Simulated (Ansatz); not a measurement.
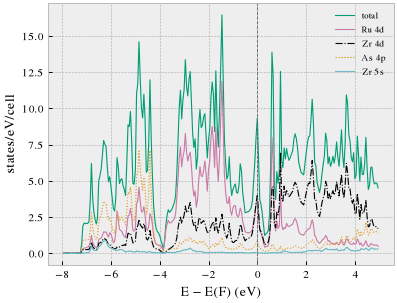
Total and projected density of states of ZrAsRu in space group P-62m (No. 189; Zr on 3g, As on 1b, As on 2c, Ru on 3f), r²SCAN in the plane-wave PAW code Ansatz

### Question
Which orbitals carry the states next to the Fermi level?

### Answer
Within 0.5 eV of the Fermi level: Ru 4d 43 %, Zr 4d 42 %, As 4p 9 %. Projections are on Löwdin-orthogonalised atomic valence shells; empty p or d shells of many metals are not among them.

### Question
Where is the tallest occupied peak in this window, and what makes it?

### Answer
Near -1.4 eV, about 16 states/eV per cell; the largest projected share is Ru 4d.

The first step of the workflow began from a Materials Project structure, measured or hypothetical; the Crystallography Open Database copy checked does not list it. Whether it is the stable phase at ambient conditions was not checked. The r²SCAN relaxation kept the symmetry of its start; whether a distortion lowers the energy is not shown. The run is not spin-polarised. Scalar-relativistic: spin–orbit coupling is off unless named, which matters more the heavier the elements.

Potentials: the later of the program's two PAW sets.
